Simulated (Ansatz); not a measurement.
## Run report: Si2H7OF, geometry relaxation (part 2 of 2)

Continued. System: Si2H7OF. Method: RKS B3LYP-D4/def2-SVP (Ansatz 0.2.0). The input holds or restrains some coordinates. It belongs to a series of runs on one base structure; here: pulled along the bonds that form and break, towards end B.

Geometry of the input (Å):
```
Si 0.0000  0.0000  0.0000
F  0.0000  0.0000  1.9400
H  1.3768  0.0000  -0.4862
H  -0.6877  1.1914  -0.4862
H  -0.6877  -1.1914  -0.4862
O  -1.8790  0.0000  0.6243
Si -3.1189  -0.9102  -0.0514
H  -2.6180  -2.2382  -0.3935
H  -4.2110  -1.0354  0.9095
H  -3.6069  -0.2490  -1.2582
H  -1.1493  0.0000  1.6846
```

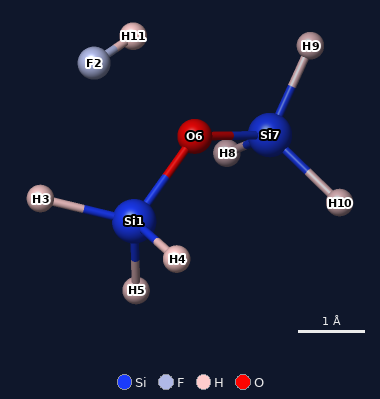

**Figure 1.** The geometry at step 11 of the log (ball-and-stick view, seen at a tilt; atoms are numbered from 1 in the order of the input).

Trajectory as extended XYZ, continued
```
11
Properties=species:S:1:pos:R:3:forces:R:3 step=5 energy=-20626.07471
Si   -0.3150    0.0254   -0.3612    0.1275  -0.0571  -0.2669
F     0.0521   -0.0100    2.3993   -0.1781  -0.0066  -0.2000
H     1.2283   -0.0045   -0.2924   -0.6656   0.0411   0.9618
H    -0.5439    1.4335   -0.7818    0.3699  -0.0114  -0.9345
H    -0.5248   -1.3924   -0.8050    0.3457   0.1862  -1.0131
O    -1.8592    0.0228    0.3690    0.1208  -0.1564   1.7327
Si   -3.1611   -0.9221   -0.0884    0.2337  -0.0295  -0.2267
H    -2.6601   -2.2931   -0.4039   -0.1754  -0.0397  -0.0124
H    -4.2163   -1.0226    0.9524    0.0785   0.1541   0.1388
H    -3.7025   -0.2768   -1.3155   -0.2183  -0.1198  -0.0441
H    -0.8792    0.0070    2.3242   -0.0388   0.0392  -0.1357
11
Properties=species:S:1:pos:R:3:forces:R:3 step=6 energy=-20626.70403
Si   -0.3492    0.0275   -0.3708    0.3914  -0.0563  -0.6849
F     0.0630   -0.0120    2.3917   -0.0643   0.0091   0.0481
H     1.1557    0.0040   -0.1170   -0.6660   0.0154   0.7893
H    -0.5122    1.4174   -0.9393    0.1385  -0.5044  -0.5356
H    -0.4911   -1.3572   -0.9940    0.1708   0.6854  -0.6016
O    -1.8347   -0.0175    0.4437    0.0947  -0.1962   1.0892
Si   -3.1482   -0.9236   -0.0833    0.0592  -0.0292  -0.0345
H    -2.6846   -2.3044   -0.4075   -0.1131  -0.0075  -0.0029
H    -4.1969   -0.9968    0.9692    0.0836   0.1197   0.0820
H    -3.7157   -0.2859   -1.3093   -0.0205  -0.0486   0.0479
H    -0.8678    0.0158    2.4134   -0.0743   0.0126  -0.1970
11
Properties=species:S:1:pos:R:3:forces:R:3 step=7 energy=-20627.12518
Si   -0.3606    0.0262   -0.3808    0.3310  -0.0403  -0.8007
F     0.0726   -0.0054    2.3855    0.0410   0.0185   0.2717
H     1.0803    0.0043    0.0629   -0.5813   0.0095   0.4545
H    -0.5053    1.3567   -1.0743    0.0915  -0.4102  -0.2178
H    -0.4690   -1.2723   -1.1632    0.1223   0.5676  -0.2641
O    -1.8096   -0.0567    0.4894    0.0403  -0.2350   0.5519
Si   -3.1401   -0.9286   -0.0728    0.0540   0.0405   0.1052
H    -2.7076   -2.3147   -0.4077   -0.0748  -0.0260   0.0080
H    -4.1798   -0.9720    0.9908    0.0633   0.0753   0.0447
H    -3.7096   -0.2872   -1.2969    0.0407   0.0004   0.0669
H    -0.8530    0.0170    2.4638   -0.1280  -0.0004  -0.2203
11
Properties=species:S:1:pos:R:3:forces:R:3 step=8 energy=-20627.33765
Si   -0.3698    0.0201   -0.4073    0.4801  -0.0245  -0.6071
F     0.0720    0.0097    2.3666    0.1871   0.0357   0.5286
H     0.9817    0.0037    0.2311   -0.4117  -0.0216   0.0199
H    -0.4801    1.3024   -1.1679   -0.0046  -0.1004  -0.0455
H    -0.4218   -1.1793   -1.3199    0.0472   0.2590  -0.0405
O    -1.7831   -0.1116    0.5049   -0.0018  -0.1537   0.1714
Si   -3.1356   -0.9407   -0.0558   -0.0579   0.0197   0.1159
H    -2.7447   -2.3365   -0.4004   -0.0675  -0.0298   0.0109
H    -4.1598   -0.9446    1.0228    0.0330   0.0253   0.0254
H    -3.6955   -0.2784   -1.2714    0.0250   0.0032   0.0392
H    -0.8451    0.0225    2.4940   -0.2288  -0.0128  -0.2181
11
Properties=species:S:1:pos:R:3:forces:R:3 step=9 energy=-20627.41727
Si   -0.3514   -0.0027   -0.4132    0.4013  -0.1608  -0.6039
F     0.0588    0.2091    2.3598    0.0122   0.1352   0.5523
H     0.9584   -0.1407    0.2748   -0.2408  -0.0142  -0.0349
H    -0.4263    1.3335   -1.0768   -0.0026  -0.0524   0.0581
H    -0.3997   -1.0969   -1.4491   -0.0098   0.2204  -0.0132
O    -1.7545   -0.2191    0.4935    0.0585  -0.0547   0.1883
Si   -3.1448   -0.9762   -0.0544   -0.1483  -0.0569   0.0764
H    -2.8284   -2.3816   -0.4388   -0.0501  -0.0060  -0.0049
H    -4.1391   -0.9655    1.0532    0.0283   0.0170   0.0022
H    -3.7047   -0.2565   -1.2368    0.0152  -0.0100   0.0308
H    -0.8500    0.0637    2.4844   -0.0639  -0.0176  -0.2512
11
Properties=species:S:1:pos:R:3:forces:R:3 step=10 energy=-20627.48230
Si   -0.3250   -0.0321   -0.4153    0.1463  -0.0636  -0.6682
F     0.0306    0.4037    2.3531   -1.1775  -0.2933   0.5951
H     0.9549   -0.2546    0.2952   -0.1415  -0.0881  -0.0129
H    -0.3759    1.3548   -0.9773    0.0234  -0.1058   0.1308
H    -0.3917   -1.0157   -1.5634    0.0225   0.2221   0.1325
O    -1.7285   -0.3074    0.4776    0.1142  -0.0749   0.1947
Si   -3.1551   -1.0058   -0.0496   -0.1053  -0.0740   0.0193
H    -2.9006   -2.4191   -0.4599   -0.0539   0.0337   0.0138
H    -4.1262   -0.9697    1.0787    0.0375   0.0030  -0.0067
H    -3.7110   -0.2509   -1.2124    0.0136  -0.0143   0.0374
H    -0.8531    0.0641    2.4701    1.1207   0.4553  -0.4358
11
Properties=species:S:1:pos:R:3:forces:R:3 step=11 energy=-20627.57745
Si   -0.3111   -0.0635   -0.4102    0.2431  -0.0050  -0.4109
F    -0.0057    0.5594    2.3110   -0.4723  -0.0324   0.3803
H     0.9442   -0.4520    0.2844   -0.1767  -0.0461  -0.0502
H    -0.2903    1.3807   -0.7986    0.0115  -0.1202   0.1195
H    -0.4099   -0.8852   -1.6708   -0.0164   0.1357   0.1153
O    -1.7082   -0.3946    0.4730    0.0643  -0.0614   0.0961
Si   -3.1586   -1.0486   -0.0479   -0.0867  -0.0557   0.0701
H    -2.9573   -2.4630   -0.4831   -0.0283   0.0446   0.0059
H    -4.1067   -1.0047    1.0995    0.0226  -0.0021  -0.0155
H    -3.7139   -0.2571   -1.1859    0.0177  -0.0173   0.0261
H    -0.8641    0.1957    2.4253    0.4213   0.1599  -0.3369
11
Properties=species:S:1:pos:R:3:forces:R:3 step=12 energy=-20627.64077
Si   -0.2843   -0.0835   -0.4085    0.1221  -0.0202  -0.2523
F    -0.0523    0.6887    2.2713   -0.0643   0.0911   0.2346
H     0.9197   -0.6267    0.2681   -0.0742  -0.0177  -0.0378
H    -0.1863    1.3866   -0.6279    0.0149  -0.0625   0.0569
H    -0.4142   -0.7496   -1.7491    0.0081   0.0656   0.0675
O    -1.6913   -0.4521    0.4414   -0.0054  -0.0174   0.1229
Si   -3.1642   -1.0844   -0.0397   -0.0070  -0.0053   0.0391
H    -3.0010   -2.4963   -0.4942   -0.0114   0.0181   0.0128
H    -4.0747   -1.0352    1.1363    0.0049  -0.0050  -0.0057
H    -3.7396   -0.2781   -1.1562    0.0021  -0.0069   0.0213
H    -0.8934    0.2978    2.3550    0.0102  -0.0396  -0.2593
11
Properties=species:S:1:pos:R:3:forces:R:3 step=13 energy=-20627.65957
Si   -0.2450   -0.0937   -0.4074    0.0013  -0.0021  -0.3157
F    -0.1622    0.8485    2.2242    0.1244   0.1059   0.1841
H     0.8908   -0.7496    0.2842   -0.0031  -0.0064   0.0047
H    -0.0728    1.3764   -0.5111    0.0121  -0.0006   0.0313
H    -0.3448   -0.6401   -1.7993    0.0254  -0.0138   0.0385
O    -1.6887   -0.4745    0.3663    0.1320   0.0524   0.2391
Si   -3.1811   -1.1012   -0.0291   -0.0807  -0.0266  -0.0522
H    -3.0506   -2.5119   -0.4973    0.0020   0.0042   0.0218
H    -4.0174   -1.0537    1.1995   -0.0197  -0.0101   0.0079
H    -3.8277   -0.2991   -1.1099    0.0219   0.0037   0.0361
H    -0.8821    0.2661    2.2765   -0.2155  -0.1065  -0.1955
11
Properties=species:S:1:pos:R:3:forces:R:3 step=14 energy=-20627.56520 accepted=F
Si   -0.2635   -0.0906   -0.4194    0.2289  -0.1159  -0.1109
F    -0.0414    0.6997    2.2611   -2.5950  -0.6446   0.3104
H     0.9070   -0.7117    0.2543   -0.0620   0.0232  -0.0838
H    -0.1183    1.3879   -0.5324   -0.0322  -0.0879  -0.0001
H    -0.3779   -0.6792   -1.7970   -0.0238   0.0923   0.0724
O    -1.6793   -0.4857    0.4017   -0.0559   0.1024   0.1405
Si   -3.1690   -1.1058   -0.0332    0.0085  -0.0229   0.0392
H    -3.0318   -2.5169   -0.4975   -0.0073   0.0229  -0.0089
H    -4.0396   -1.0635    1.1725    0.0001   0.0043   0.0109
H    -3.7802   -0.2835   -1.1168   -0.0047  -0.0097  -0.0088
H    -0.9878    0.4165    2.3034    2.5435   0.6358  -0.3610
11
Properties=species:S:1:pos:R:3:forces:R:3 step=15 energy=-20627.65922 accepted=F
Si   -0.2536   -0.0901   -0.4163    0.1261  -0.0948  -0.1755
F    -0.1042    0.7748    2.2406   -0.5371  -0.2008   0.2294
H     0.8960   -0.7304    0.2693   -0.0123   0.0032  -0.0336
H    -0.0915    1.3832   -0.5170   -0.0188  -0.0252  -0.0028
H    -0.3545   -0.6605   -1.7993   -0.0103   0.0504   0.0339
O    -1.6833   -0.4808    0.3798    0.0204   0.0830   0.1905
Si   -3.1758   -1.1040   -0.0307   -0.0289  -0.0204  -0.0006
H    -3.0430   -2.5155   -0.4948   -0.0047   0.0143  -0.0015
H    -4.0272   -1.0595    1.1881   -0.0071  -0.0006   0.0130
H    -3.8073   -0.2898   -1.1098    0.0061  -0.0081   0.0060
H    -0.9374    0.3399    2.2869    0.4667   0.1990  -0.2588
11
Properties=species:S:1:pos:R:3:forces:R:3 step=16 energy=-20627.66402
Si   -0.2462   -0.0921   -0.4127    0.0593  -0.0589  -0.2251
F    -0.1412    0.8226    2.2281    0.0097   0.0452   0.1961
H     0.8916   -0.7486    0.2758    0.0003   0.0004  -0.0083
H    -0.0745    1.3793   -0.5024   -0.0063  -0.0076   0.0038
H    -0.3417   -0.6429   -1.8022    0.0027   0.0166   0.0161
O    -1.6849   -0.4812    0.3668    0.0684   0.0713   0.2204
Si   -3.1802   -1.1045   -0.0291   -0.0408  -0.0149  -0.0125
H    -3.0517   -2.5156   -0.4947   -0.0027   0.0058   0.0030
H    -4.0195   -1.0589    1.1983   -0.0069  -0.0032   0.0073
H    -3.8229   -0.2936   -1.1044    0.0102  -0.0039   0.0129
H    -0.9106    0.3026    2.2731   -0.0940  -0.0509  -0.2134
11
Properties=species:S:1:pos:R:3:forces:R:3 step=17 energy=-20627.66627
Si   -0.2343   -0.0981   -0.4154    0.0391  -0.0548  -0.2166
F    -0.1422    0.7971    2.2324    0.1832   0.1569   0.1922
H     0.9026   -0.7678    0.2608   -0.0015  -0.0044  -0.0003
H    -0.0619    1.3745   -0.4772   -0.0020  -0.0002   0.0040
H    -0.3275   -0.6197   -1.8149    0.0000   0.0022  -0.0013
O    -1.6773   -0.4938    0.3525    0.0382   0.0848   0.2352
Si   -3.1806   -1.1106   -0.0240    0.0064   0.0015  -0.0072
H    -3.0640   -2.5203   -0.4946   -0.0041  -0.0052  -0.0010
H    -4.0049   -1.0648    1.2142    0.0008  -0.0011   0.0033
H    -3.8316   -0.2924   -1.0873   -0.0047  -0.0004   0.0006
H    -0.9602    0.3632    2.2502   -0.2554  -0.1794  -0.2088
```

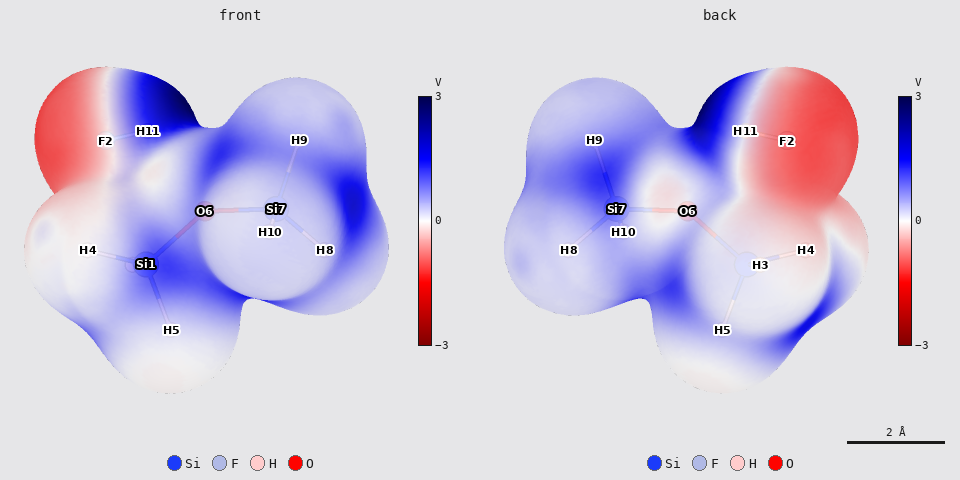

**Figure 2.** The molecular electrostatic potential painted on the density surface at 0.002 e/bohr³, seen at a tilt and from behind; the colour scale runs from red (negative) to blue (positive). A positive charge is drawn to the negative regions and a negative charge to the positive ones.

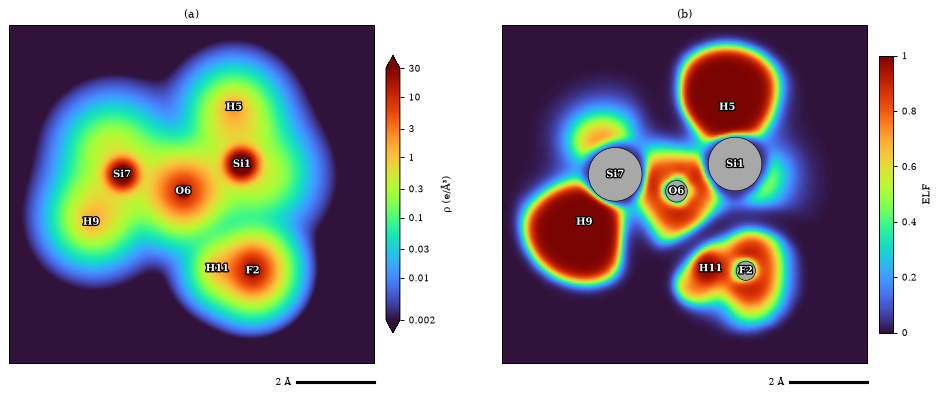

**Figure 3.** (a) total electron density; (b) ELF on the plane of atoms H5, Si1 and O6. Grey discs, where drawn, cover atomic cores. Si1···F2 (2.80 Å): ρ is about 0.09 e/Å³ halfway; the ELF is only about 0.05 between them. Si–H (1.50 Å): ρ is about 0.77 e/Å³ halfway; the ELF climbs to about 1 towards the hydrogen.

Summary

| quantity | value |
| --- | --- |
| outcome | converged under the restraints of the input |
| total energy | −20627.6665 eV |
| mean-field energy | −20627.3468 eV |
| largest force (length of the vector) at the end, held atoms and coordinates included | 0.375 eV/Å |
| hardware | 2 threads of Arm Neoverse V2, 24 GiB of memory available, shared host |
| wall time | 32 s (CPU time 61 s) |
| peak memory | 0.2 GiB |
